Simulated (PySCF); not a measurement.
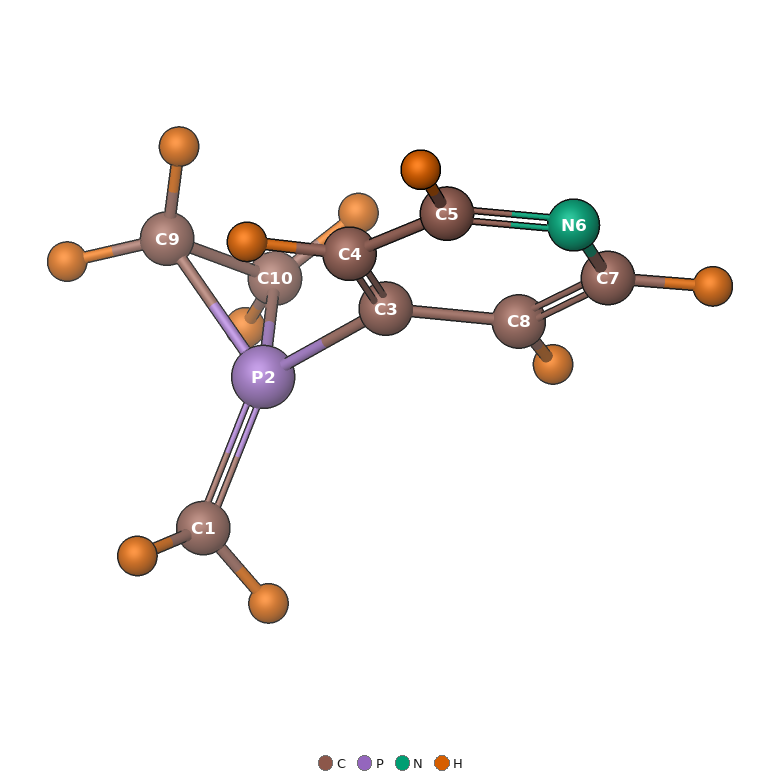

Atoms fade into the background with distance from the viewer. The geometry was computed by an optimisation with PBE0-D3(BJ)/def2-SVP. No frequency run is at hand to confirm it as a minimum.

**How is the 6-membered ring C3–C4–C5–N6–C7–C8 puckered?**

It is planar. The Cremer–Pople amplitude Q is 0.01 Å.

**Give the torsion angles round the ring, beginning with the bond from its second to its third atom.**

0°, 0°, 0°, 0°, −1°, 1°.
